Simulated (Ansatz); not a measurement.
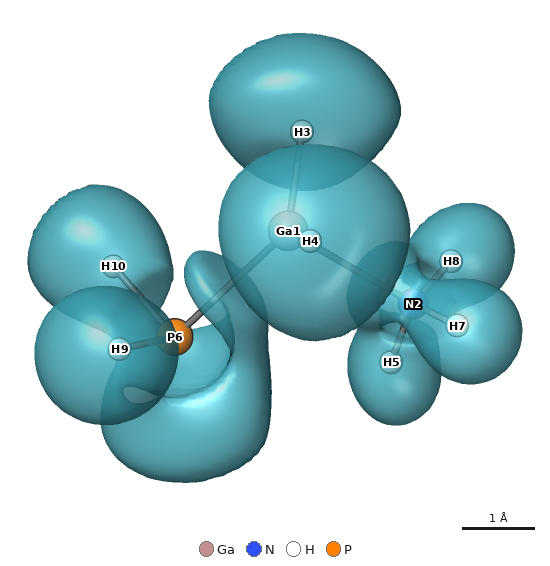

GaH₇NP. Isosurface of the ELF at 0.75 (cyan), seen at a tilt. Core shells and regions of very low density are left out.

The product side of a reaction path; geometry: PBE0-D4/def2-TZVP.

Theory: RKS PBE0-D4/def2-TZVPP in Ansatz 0.2.0.

| atom | x (Å) | y (Å) | z (Å) |
| --- | --- | --- | --- |
| Ga | -0.5864 | -0.6271 | 0.1409 |
| N | 0.1149 | 1.1960 | 1.0742 |
| H | -2.0877 | -0.2047 | -0.1020 |
| H | -0.2191 | -1.6388 | 1.2953 |
| H | 0.8600 | 1.5820 | 0.5035 |
| P | 0.8674 | -0.5398 | -1.7099 |
| H | 0.4800 | 1.0226 | 2.0034 |
| H | -0.6239 | 1.8859 | 1.1454 |
| H | 1.3051 | -1.8870 | -1.6446 |
| H | -0.1103 | -0.7891 | -2.7061 |

What do the ELF domains correspond to?

The ELF exceeds this value in two regions around hydrogen nuclei, one joined region spread over several atoms (H, N), in which their bonds and any lone pairs are merged and one joined region spread over several atoms (H, P), in which their bonds and any lone pairs are merged. Along the contacts the grid gives the following. Ga–N (2.16 Å): the ELF peaks at about 0.95 in the valence shell of N, 0.6 Å from its nucleus, and is about 0.35 at the midpoint. Ga–P (2.36 Å): the ELF peaks at about 0.95 between the atoms; a shared electron pair.
